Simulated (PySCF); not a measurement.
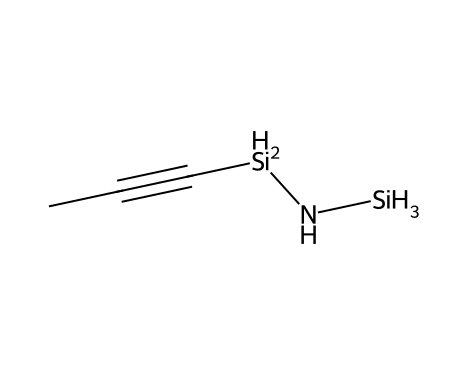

Source: calculation with PySCF.

2D structure.

> Give its SMILES.

CC#C[SiH2]N[SiH3]

> Give the formula, hydrogens included.

C3H9NSi2.

> An optimisation with PBE0-D3(BJ)/def2-SVP gave a structure of which point group?

C1. Other conformers may differ.
